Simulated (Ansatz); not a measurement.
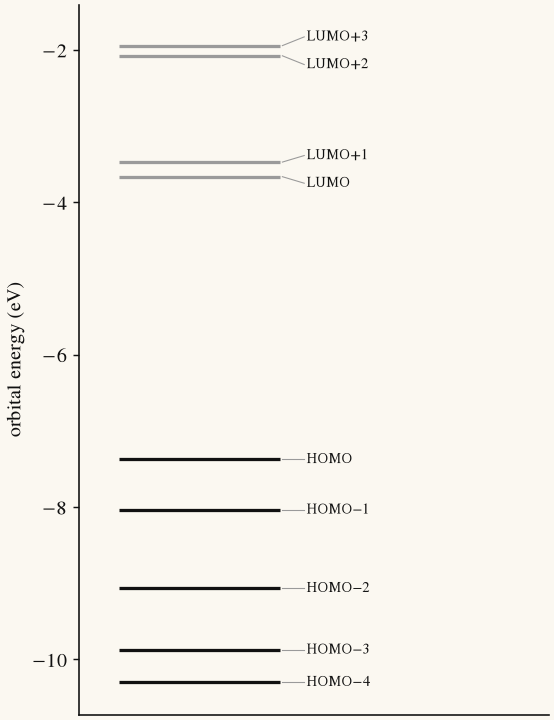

WSOF₂, SMILES [O]=[W]([F])([F])=[S], singlet. Kohn-Sham orbital energies near the frontier, r2SCAN/def2-TZVPP with the Ansatz code 0.2.0, at a PBE0-D4/def2-TZVP geometry (a minimum by its frequencies), isolated molecule; empty levels in grey, levels within 0.03 eV side by side.

Where do the frontier orbitals lie?

Answer. HOMO at −7.38 eV, LUMO at −3.66 eV, 3.71 eV apart.

How far below the HOMO does the next level lie?

Answer. 0.66 eV.

List the levels.

Answer.
```tsv
orbital	energy (eV)
LUMO+3	−1.94
LUMO+2	−2.08
LUMO+1	−3.47
LUMO	−3.66
HOMO	−7.38
HOMO−1	−8.04
HOMO−2	−9.07
HOMO−3	−9.88
HOMO−4	−10.30
```

Caveats: core potentials past krypton; spin-orbit coupling is left out, and with W it can shift these levels and split any degenerate set.
